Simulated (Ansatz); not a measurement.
# [OF2]+ (SMILES F[O+]F) at UHSE06/STO-3G

Aim: the vertical doublet–quartet gap of [OF2]+ at UHSE06/STO-3G, from 2 runs. 

The results are computed with Ansatz 0.2.0.

18 further runs of the same task are left out: 15 that didn't finish, 3 set aside as unsound or not needed.

## Step 1: The molecule

The species is [OF2]+ (3 atoms), meant as a doublet with charge +1. SMILES: `F[O+]F`. The coordinates come from a PBE0-D4/def2-TZVP relaxation.

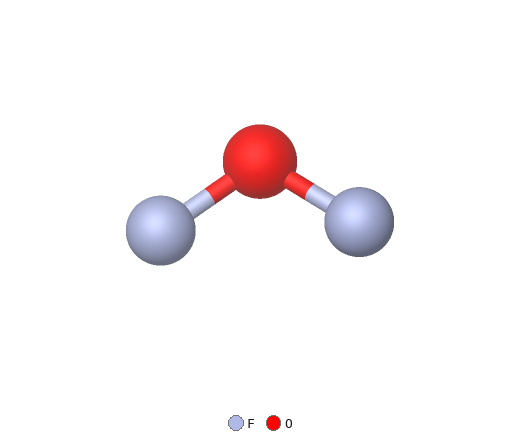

The structure, seen from a chosen angle (fluorine light blue, oxygen red).

## Step 2: A single-point energy at UHSE06/STO-3G

File molecule.yaml:

```yaml
basis:
  gaussian:
    orbitals: STO-3G
crystal:
  periodic: [false, false, false]
  atoms:
    - {symbol: F, position_ang: [0.920200, -0.309010, 0.473410]}
    - {symbol: O, position_ang: [0.000640, 0.505210, 0.055670]}
    - {symbol: F, position_ang: [-0.920840, -0.196190, -0.529090]}
total_charge: 1
magnetization:
  spin_polarized: true
  initial_magnetization: 1
hamiltonian:
  xc: {name: HSE06}
accuracy: high
```

Launch:

```
$ ansatz run molecule.yaml --threads 1 --pin off --max-ram 3480MiB --events-out events.jsonl --progress --plain --runs-dir runs
```

Output:

```text
Warning: RAYON_NUM_THREADS=1 ignored (pool sized by the plan → 1); use --threads N
Functional definition: HSE06
  name "HSE06"
  parameter a = 0.25
  parameter omega = 0.11/bohr
  exchange = pbe_x - a*pbe_x_sr(omega) + a*exact_x_sr(omega)
  correlation = pbe_c
250 factors; integrals over basis functions are off by at most 5.4e-8 eV
37 factors; integrals over basis functions are off by at most 2.9e-10 eV
mean field evaluation 1: about -7352.2048 eV, gradient 1.8e1 eV
mean field evaluation 2: about -7348.3879 eV, gradient 3.2e1 eV
mean field evaluation 4: about -7353.9402 eV, gradient 2.6e-1 eV
mean field evaluation 8: about -7353.9686 eV, gradient 7.1e-2 eV
mean field evaluation 16: about -7353.9686 eV, gradient 2.2e-7 eV
mean field -7353.96860836 eV, -270.2533616583 hartree, gradient 5.7e-8 eV, S^2 0.750419; 0 other end points of the search recorded, 0 dependent functions left out
reference -7353.96860888 eV, -270.2533616773 hartree; 13, 12 occupied and 2, 3 virtual orbitals, 250 factors
Total energy: -7353.96860888 eV, -270.2533616773 hartree
```

It took 1.3 s on 1 thread of Arm Neoverse V2, shared host; peak memory 0.11 GiB.

## Step 3: The quartet

File job.yaml:

```yaml
crystal:
  periodic: [false, false, false]
  atoms:
    - {symbol: F, position_ang: [0.920200, -0.309010, 0.473410]}
    - {symbol: O, position_ang: [0.000640, 0.505210, 0.055670]}
    - {symbol: F, position_ang: [-0.920840, -0.196190, -0.529090]}
basis:
  gaussian:
    orbitals: STO-3G
accuracy: high
magnetization:
  spin_polarized: true
  initial_magnetization: 3
hamiltonian:
  xc: hse06
total_charge: 1
```

Launch:

```
$ ansatz run job.yaml --threads 1 --pin off --max-ram 3480MiB --events-out events.jsonl --progress --plain --runs-dir runs
```

Output:

```text
Warning: RAYON_NUM_THREADS=1 ignored (pool sized by the plan → 1); use --threads N
Functional definition: HSE06
  name "HSE06"
  parameter a = 0.25
  parameter omega = 0.11/bohr
  exchange = pbe_x - a*pbe_x_sr(omega) + a*exact_x_sr(omega)
  correlation = pbe_c
250 factors; integrals over basis functions are off by at most 5.4e-8 eV
37 factors; integrals over basis functions are off by at most 2.9e-10 eV
mean field evaluation 1: about -7346.3293 eV, gradient 5.3e0 eV
mean field evaluation 2: about -7346.2348 eV, gradient 7.4e0 eV
mean field evaluation 4: about -7346.5659 eV, gradient 6.0e-1 eV
mean field evaluation 8: about -7346.6595 eV, gradient 8.7e-3 eV
mean field evaluation 16: about -7346.8998 eV, gradient 3.0e-2 eV
mean field evaluation 32: about -7345.8927 eV, gradient 8.0e0 eV
mean field -7346.87691829 eV, -269.9927468551 hartree, gradient 2.2e-8 eV, S^2 3.752459; 3 other end points of the search recorded, 0 dependent functions left out
reference -7346.87691881 eV, -269.9927468744 hartree; 14, 11 occupied and 1, 4 virtual orbitals, 250 factors
Total energy: -7346.87691881 eV, -269.9927468744 hartree
```

Wall time 1.9 s (1 thread of Arm Neoverse V2, shared host); peak memory 0.11 GiB.

## Step 4: What came out

At UHSE06/STO-3G:

| quantity | value |
| --- | --- |
| doublet: total energy | -270.25336 Eh |
| doublet: ⟨S²⟩ | 0.750 |
| quartet: total energy | -269.99275 Eh |
| quartet: ⟨S²⟩ | 3.752 |
| vertical energy of the quartet above the doublet | 7.092 eV |

In words: At this shape the quartet lies 7.09 eV (684 kJ/mol) above the doublet. In a minimal basis such a difference can be off by several eV, whatever the method.
